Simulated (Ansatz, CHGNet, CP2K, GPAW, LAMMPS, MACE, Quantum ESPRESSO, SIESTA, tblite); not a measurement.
# Running amorphous carbon (100 atoms) with CP2K

How do the settings of CP2K change the result for amorphous carbon (100 atoms)? A plane-wave run serves as the yardstick.

Program: CP2K 2026.2. Level of theory: the method is named at each step. Results are calculated unless marked as measured.

## (1) Starting point

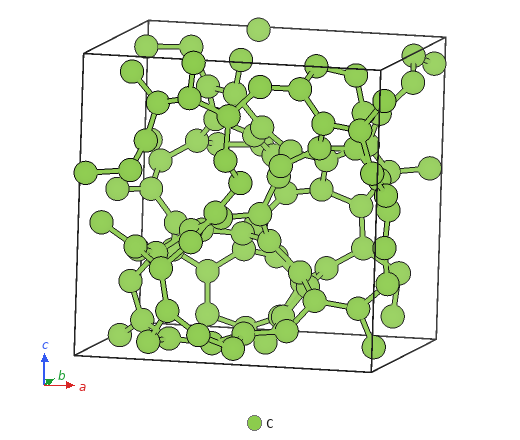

The cell as given, slightly off an axis (carbon green). Bonds to atoms that aren't drawn are left out. Some periodic images of atoms are drawn too.

The cell holds 100 atoms: 100 C. Cell: a = 10.470 Å, b = 10.470 Å, c = 10.470 Å, α = 90.0°, β = 90.0°, γ = 90.0°. 100 atoms (100 C) placed at random at 1.74 g/cm³, melted at 5500 K for 10 ps at fixed volume with the LCBOP (Los and Fasolino, Phys. Rev. B 68, 024107 (2003)). Quenched from 5500 K to 300 K at 100 K/ps and fixed volume, held 5 ps.

The yardstick, on the same geometry:

- method: Kohn-Sham DFT, PBE, SSSP efficiency 1.3.0 pseudopotentials, plane waves (Quantum ESPRESSO 7.5); sssp-pbe-1.3.0-efficiency, cutoffs 45/360 Ry, Γ point
- r.m.s. force component: 1.427 eV/Å
- longest force: 5.519 eV/Å
- pressure: -13.62 GPa
- time: 2.6 min on 2 MPI ranks of Arm Neoverse V2, shared host
- CPU time: 5.2 min

## (2) PBE, DZVP-MOLOPT-SR, 450/50 Ry, diagonalisation

Method: Kohn-Sham DFT, PBE, GTH-PBE pseudopotentials, Gaussian and plane waves, DZVP-MOLOPT-SR-GTH, diagonalisation.

Contents of input.inp:

```
&GLOBAL
  PROJECT cell
  RUN_TYPE ENERGY_FORCE
  PRINT_LEVEL LOW
&END GLOBAL
&FORCE_EVAL
  METHOD QS
  STRESS_TENSOR ANALYTICAL
  &DFT
    BASIS_SET_FILE_NAME BASIS_MOLOPT
    POTENTIAL_FILE_NAME GTH_POTENTIALS
    &MGRID
      CUTOFF 450
      REL_CUTOFF 50
    &END MGRID
    &QS
      EPS_DEFAULT 1.0E-12
    &END QS
    &SCF
      SCF_GUESS ATOMIC
      EPS_SCF 1.0E-06
      MAX_SCF 200
      ADDED_MOS 45
      &DIAGONALIZATION
        ALGORITHM STANDARD
      &END DIAGONALIZATION
      &SMEAR ON
        METHOD FERMI_DIRAC
        ELECTRONIC_TEMPERATURE [K] 580
      &END SMEAR
      &MIXING
        METHOD BROYDEN_MIXING
        ALPHA 0.15
        NBROYDEN 8
      &END MIXING
      &PRINT
        &RESTART OFF
        &END RESTART
      &END PRINT
    &END SCF
    &XC
      &XC_FUNCTIONAL PBE
      &END XC_FUNCTIONAL
    &END XC
    &PRINT
      &MULLIKEN ON
      &END MULLIKEN
      &LOWDIN ON
      &END LOWDIN
      &HIRSHFELD ON
      &END HIRSHFELD
      &MO ON
        EIGENVALUES T
        OCCUPATION_NUMBERS T
        MO_INDEX_RANGE 189 212
        &EACH
          QS_SCF 0
        &END EACH
        ADD_LAST NUMERIC
      &END MO
    &END PRINT
  &END DFT
  &SUBSYS
    &CELL
      A 10.46950 0.00000 0.00000
      B 0.00000 10.46950 0.00000
      C 0.00000 0.00000 10.46950
    &END CELL
    &TOPOLOGY
      COORD_FILE_NAME structure.xyz
      COORD_FILE_FORMAT XYZ
    &END TOPOLOGY
    &KIND C
      BASIS_SET DZVP-MOLOPT-SR-GTH-q4
      POTENTIAL GTH-PBE-q4
    &END KIND
  &END SUBSYS
  &PRINT
    &FORCES ON
    &END FORCES
    &STRESS_TENSOR ON
    &END STRESS_TENSOR
  &END PRINT
&END FORCE_EVAL
```

Contents of structure.xyz:

```xyz
100

C 4.90674 0.92205 6.92830
C 3.08411 5.91370 3.88335
C 2.81630 8.30263 2.17284
C 2.72050 9.82060 6.39896
C 4.20507 10.06307 6.44408
C 8.05544 2.12929 8.25216
C 7.14931 2.34538 9.37094
C 2.00229 1.31434 7.42005
C 6.35572 3.27287 6.56396
C 4.19461 3.80441 4.59653
C 4.05138 9.07025 0.18918
C 4.91658 8.74297 6.25417
C 10.00664 4.35604 2.55665
C 9.50735 8.50050 2.44798
C 6.12026 5.90480 6.76612
C 5.49188 8.27959 5.03394
C 7.18710 6.83428 6.42566
C 4.98934 6.38524 7.48255
C 8.52291 7.35273 6.97635
C 6.60322 3.93056 0.78322
C 3.94041 4.14016 0.19400
C 10.18588 10.05930 9.58294
C 1.35936 4.64239 0.79966
C 10.41003 1.03166 9.28875
C 9.07915 8.31509 5.95662
C 5.20502 3.40479 0.67403
C 9.88603 4.69756 5.06881
C 5.40142 6.10812 0.08302
C 3.88188 10.46322 10.36271
C 9.74543 8.68644 9.98288
C 4.39300 5.35525 9.90132
C 4.44284 7.67959 7.04472
C 9.47134 4.92370 0.27817
C 3.64265 0.60105 9.05999
C 3.98815 8.68110 2.95826
C 4.91941 9.71057 2.65308
C 0.34968 8.29383 2.79054
C 2.59214 1.68758 2.98224
C 1.69156 7.73089 2.91869
C 8.62771 4.56051 9.69151
C 9.96382 3.87612 3.85487
C 2.08961 2.33637 0.33900
C 4.11577 1.06737 0.82343
C 1.03041 6.93793 5.07687
C 5.75718 7.20176 0.87389
C 10.36774 9.01455 6.07838
C 6.01546 4.58732 6.03985
C 7.71414 3.19561 7.26667
C 2.40997 1.20619 8.76245
C 3.63449 1.59220 3.95956
C 4.07284 6.01138 8.65105
C 1.50740 2.48577 3.59135
C 10.02517 7.41199 9.20478
C 4.92873 1.12233 8.44407
C 0.75496 6.72749 10.01429
C 0.40925 5.47754 0.13171
[... 40 atom lines left out ...]
C 8.23185 8.45381 3.24837
C 8.81804 5.13246 8.33781
C 4.57559 7.81799 3.99129
C 2.88142 8.18401 0.69256
```

Started as:

```sh
> OMP_NUM_THREADS=1 mpirun -np 4 cp2k.psmp -i input.inp > output.txt
```

Numbers of over 12 decimals in the logs are rounded to 6 here.

The log of the run:

```text
CP2K| version string:                                       CP2K version 2026.2
 CP2K| Input file name                                                 input.inp
 GLOBAL| Basis set file name                                        BASIS_MOLOPT
 GLOBAL| Potential file name                                      GTH_POTENTIALS
 GLOBAL| Run type                                                   ENERGY_FORCE
 GLOBAL| Total number of message passing processes                             4
 GLOBAL| Number of threads for this process                                    1
 TOTAL NUMBERS AND MAXIMUM NUMBERS
  Total number of            - Atomic kinds:                                   1
                             - Atoms:                                        100
                             - Shell sets:                                   100
                             - Shells:                                       500
                             - Primitive Cartesian functions:                500
                             - Cartesian basis functions:                   1400
                             - Spherical basis functions:                   1300
  Maximum angular momentum of- Orbital basis functions:                        2
                             - Local part of the GTH pseudopotential:          2
                             - Non-local part of the GTH pseudopotential:      0
 SCF PARAMETERS         Density guess:                                    ATOMIC
                        max_scf:                                             200
                        eps_scf:                                        1.00E-06
                        added MOs                                        45    0
                        Mixing method:                            BROYDEN_MIXING
                                                charge density mixing in g-space
                        Smear method:                                FERMI_DIRAC
                        Electronic temperature [K]:                        580.0
                        Electronic temperature [a.u.]:                  1.84E-03
                        Accuracy threshold:                             1.00E-10
 Extrapolation method: initial_guess
 Number of electrons:                                                        400
 Number of occupied orbitals:                                                200
 Number of molecular orbitals:                                               245
 Number of orbital functions:                                               1300
 Number of independent orbital functions:                                   1300
 SCF WAVEFUNCTION OPTIMIZATION
  Step     Update method      Time    Convergence         Total energy    Change
     1 NoMix/Diag. 0.15E+00    2.2     0.93293817      -562.0557023580 -5.62E+02
     2 Broy./Diag. 0.15E+00    2.8     0.18499031      -553.0755203027  8.98E+00
     3 Broy./Diag. 0.15E+00    2.8     0.09126214      -558.4338107671 -5.36E+00
     4 Broy./Diag. 0.15E+00    2.8     0.06129190      -564.2992214777 -5.87E+00
[...]
23 Broy./Diag. 0.15E+00    2.9     0.00000129      -565.7761736680  2.05E-04
    24 Broy./Diag. 0.15E+00    2.9     0.00000083      -565.7761028148  7.09E-05
  *** SCF run converged in    24 steps ***
  Electronic density on regular grids:       -400.0000000000        0.0000000000
  Core density on regular grids:              399.9999999997       -0.0000000003
  Total charge density on r-space grids:       -0.0000000003
  Total charge density g-space grids:          -0.0000000003
  Overlap energy of the core charge distribution:               8.60229e-06
  Self energy of the core charge distribution:              -1333.500793
  Core Hamiltonian energy:                                    405.391996
  Hartree energy:                                             532.824425
  Exchange-correlation energy:                               -170.482800
  Electronic entropic energy:                                  -0.00893917
  Fermi energy:                                                 0.119604
  Total energy:                                              -565.776103
  Total energy (extrapolated to T->0):                       -565.771633
 MO| EIGENVALUES AND OCCUPATION NUMBERS
 MO|
 MO|  Index      Eigenvalue [a.u.]        Eigenvalue [eV]             Occupation
 MO|    189               0.084650               2.303437               2.000000
 MO|    190               0.088369               2.404631               2.000000
 MO|    191               0.091753               2.496727               1.999999
[...]
MO|    211               0.149051               4.055886               0.000000
 MO|    212               0.151778               4.130080               0.000000
 MO| Sum:                                                             400.000000
 MO| E(Fermi):            0.119604 a.u.          3.254598 eV
 !-----------------------------------------------------------------------------!
                     Mulliken Population Analysis
 #  Atom  Element  Kind  Atomic population                           Net charge
       1     C        1          4.025125                             -0.025125
       2     C        1          3.993720                              0.006280
       3     C        1          4.030290                             -0.030290
[...]
# Total charge                            400.000000                  0.000000
 !-----------------------------------------------------------------------------!
 !-----------------------------------------------------------------------------!
                           Hirshfeld Charges
  #Atom  Element  Kind  Ref Charge     Population                    Net charge
      1       C      1       4.000          3.980                         0.020
      2       C      1       4.000          4.017                        -0.017
      3       C      1       4.000          4.021                        -0.021
[...]
99       C      1       4.000          3.986                         0.014
    100       C      1       4.000          3.991                         0.009
  Total Charge                                                            0.000
 !-----------------------------------------------------------------------------!
 LOWDIN POPULATION ANALYSIS
 #  Atom  Element  Kind  Atomic population                           Net charge
[...]
99     C        1          4.028248                             -0.028248
     100     C        1          3.961321                              0.038679
 # Total charge                            400.000000                  0.000000
 ENERGY| Total FORCE_EVAL ( QS ) energy [hartree]           -565.776139
 FORCES| Atomic forces [hartree/bohr]
 FORCES|   Atom     x               y               z               |f|
 FORCES|      1  1.73656277E-03  2.69685470E-02 -1.48530731E-02   3.08371846E-02
 FORCES|      2  4.08275121E-02  1.56449339E-02 -2.16372537E-03   4.37759227E-02
 FORCES|      3 -1.82124628E-03 -1.56478168E-02 -3.67563466E-02   3.99900002E-02
[...]
FORCES|     99 -2.83692557E-03  7.26721641E-02 -2.35923954E-02   7.64584378E-02
 FORCES|    100 -5.29383734E-03 -1.90664149E-02 -7.12980664E-02   7.39930210E-02
 FORCES| Sum    -1.38139470E-04 -8.58196181E-05  1.53697550E-04
 FORCES| Total atomic force                                       2.23764288E-04
 STRESS| Analytical stress tensor [bar]
 STRESS|                        x                   y                   z
 STRESS|      x       -1.59076028876E+05  -2.54500781906E+04  -3.00225527184E+04
 STRESS|      y       -2.54500781906E+04  -1.05335995941E+05  -1.73769215215E+04
 STRESS|      z       -3.00225527184E+04  -1.73769215215E+04  -1.31958267959E+05
 STRESS| 1/3 Trace                                            -1.32123430925E+05
```

Run time: 77 s. Hardware: 4 MPI ranks of Arm Neoverse V2, shared host; peak memory 2.8 GiB.

Banners, paths, timers and routine set-up lines are dropped from the logs unmarked, and long logs keep their key lines alone; longer cuts are marked.

Compared with the plane-wave run:

```
r.m.s. force component                  : 1.442 eV/Å
r.m.s. difference of force components   : 38.28 meV/Å
longest difference of force vectors     : 186.9 meV/Å
force difference over r.m.s. force      : 2.683 %
slope of forces against the reference's : 1.01
correlation of force components         : 0.9997
pressure                                : -13.21 GPa
pressure difference                     : 0.4057 GPa
```

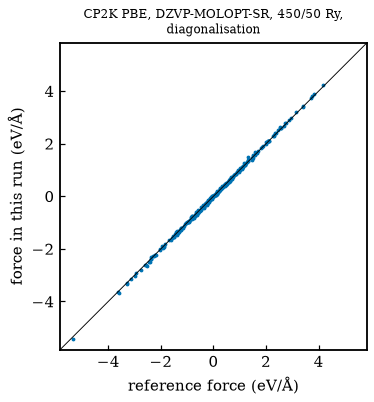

Force components against those of the reference; the line marks equality.

Local excerpt of 10 atoms (numbers count through the whole input) about C91, whose charge lies farthest from its element's mean; x, y, z are measured from there.

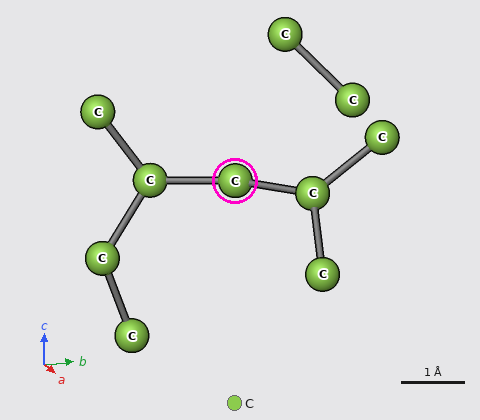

The atoms of the table, within 3.1 Å (arrows a, b, c point along x, y, z); some may hide others; the central atom is ringed.

```
atom      x      y      z  distance (Å)  bonds  Mulliken charge (e)     Fx     Fy  Fz (eV/Å)
 C91   0.00   0.00   0.00          0.00      2                 0.19   0.13   0.54      -0.21
 C27  -0.65  -1.23  -0.06          1.39      3                -0.07   1.46   2.78      -1.00
 C44   0.97   1.01  -0.05          1.40      3                -0.09  -2.92  -3.33       1.08
 C79   1.90   0.90  -1.16          2.40      3                -0.02   0.15  -0.73      -0.17
 C73  -0.83  -2.06   1.08          2.47      3                 0.01   0.99  -2.32      -0.56
 C41  -0.57  -2.05  -1.28          2.48      3                 0.01   0.57  -0.96       3.20
 C60   1.02   2.16   0.80          2.52      3                 0.00  -2.39   2.31       1.25
 C25  -1.46   2.39   0.83          2.91      3                -0.03  -1.27  -1.53      -0.21
 C13  -0.53  -1.57  -2.57          3.06      3                -0.01   0.32   1.70      -2.26
 C19  -2.01   1.42   1.85          3.08      3                 0.01  -0.56  -2.25      -1.05
```

Forces lie 2.7 % from the reference's, at 0.99 times its CPU time (on 4 against 2 cores).

## (3) PBE, TZVP-MOLOPT, 450/50 Ry, diagonalisation

Method: Kohn-Sham DFT, PBE, GTH-PBE pseudopotentials, Gaussian and plane waves, TZVP-MOLOPT-GTH, diagonalisation.

Changes to input.inp since step 2:

```diff
@@ -49,4 +49,2 @@
       &END LOWDIN
-      &HIRSHFELD ON
-      &END HIRSHFELD
       &MO ON
@@ -68,8 +66,31 @@
     &END CELL
-    &TOPOLOGY
-      COORD_FILE_NAME structure.xyz
-      COORD_FILE_FORMAT XYZ
-    &END TOPOLOGY
+    &COORD
+      C 4.90674 0.92205 6.92830
+      C 3.08411 5.91370 3.88335
+      C 2.81630 8.30263 2.17284
+      C 2.72050 9.82060 6.39896
+      C 4.20507 10.06307 6.44408
+      C 8.05544 2.12929 8.25216
+      C 7.14931 2.34538 9.37094
+      C 2.00229 1.31434 7.42005
+      C 6.35572 3.27287 6.56396
+      C 4.19461 3.80441 4.59653
+      C 4.05138 9.07025 0.18918
+      C 4.91658 8.74297 6.25417
+      C 10.00664 4.35604 2.55665
+      C 9.50735 8.50050 2.44798
+      C 6.12026 5.90480 6.76612
+      C 5.49188 8.27959 5.03394
+      C 7.18710 6.83428 6.42566
+      C 4.98934 6.38524 7.48255
+      C 8.52291 7.35273 6.97635
+      C 6.60322 3.93056 0.78322
+[... 76 atom lines left out ...]
+      C 8.23185 8.45381 3.24837
+      C 8.81804 5.13246 8.33781
+      C 4.57559 7.81799 3.99129
+      C 2.88142 8.18401 0.69256
+    &END COORD
     &KIND C
-      BASIS_SET DZVP-MOLOPT-SR-GTH-q4
+      BASIS_SET TZVP-MOLOPT-GTH-q4
       POTENTIAL GTH-PBE-q4
```

The log of the run:

```text
CP2K| version string:                                       CP2K version 2026.2
 CP2K| Input file name                                                 input.inp
 GLOBAL| Basis set file name                                        BASIS_MOLOPT
 GLOBAL| Potential file name                                      GTH_POTENTIALS
[... lines left out ...]
 Number of electrons:                                                        400
[... lines left out ...]
  Step     Update method      Time    Convergence         Total energy    Change
[... lines left out ...]
  *** SCF run converged in    24 steps ***
[... lines left out ...]
  Fermi energy:                                                 0.118547
  Total energy:                                              -565.830295
  Total energy (extrapolated to T->0):                       -565.825833
[... lines left out ...]
 MO| E(Fermi):            0.118547 a.u.          3.225836 eV
[... lines left out ...]
 ENERGY| Total FORCE_EVAL ( QS ) energy [hartree]           -565.830360
[... lines left out ...]
 FORCES|      1  2.30013409E-03  2.78405119E-02 -1.52829925E-02   3.18426535E-02
 FORCES|      2  4.11279813E-02  1.53536850E-02 -2.28911944E-03   4.39600564E-02
 FORCES|      3 -1.78712161E-03 -1.61691259E-02 -3.66163565E-02   4.00673433E-02
[...]
FORCES|     99 -2.97949192E-03  7.20518479E-02 -2.40087353E-02   7.60050362E-02
 FORCES|    100 -5.39263182E-03 -1.86447775E-02 -7.03044151E-02   7.29343471E-02
 FORCES| Sum    -1.38777475E-04 -7.61223517E-05  1.58006207E-04
 FORCES| Total atomic force                                       2.23650981E-04
 STRESS| Analytical stress tensor [bar]
 STRESS|                        x                   y                   z
 STRESS|      x       -1.58998798971E+05  -2.54092647031E+04  -2.97253900386E+04
 STRESS|      y       -2.54092647031E+04  -1.05464410632E+05  -1.70120993297E+04
 STRESS|      z       -2.97253900386E+04  -1.70120993297E+04  -1.32353487485E+05
 STRESS| 1/3 Trace                                            -1.32272232363E+05
```

Wall time 17 min (4 MPI ranks); peak memory 3.4 GiB; 68 min of CPU time.

Numbers from this run, and their distance from the reference:

```
r.m.s. force component                  : 1.428 eV/Å
r.m.s. difference of force components   : 22.43 meV/Å
longest difference of force vectors     : 75.41 meV/Å
force difference over r.m.s. force      : 1.572 %
slope of forces against the reference's : 1
correlation of force components         : 0.9999
pressure                                : -13.23 GPa
pressure difference                     : 0.3908 GPa
```

Against the first run (2.7 %), the force difference from the reference is 1.6 %, at 13 times the CPU time, with 1700 basis functions against 1300: the larger basis brings the forces nearer.

(Part 1 of 3 ends here.)

[Also dropped from logs without a mark: logging warnings of Python, and SIESTA's first energy breakdown and zero terms.]

[Logs are printed without paths, hosts, clocks, repeated set-up lines and the standing remarks that a program may print on its own settings, such as how far it seeks lower states.]

[Hosts, paths, dates, database ids (printed as entryN), source tags and the programs' standing remarks are cut or masked in the printed files.]
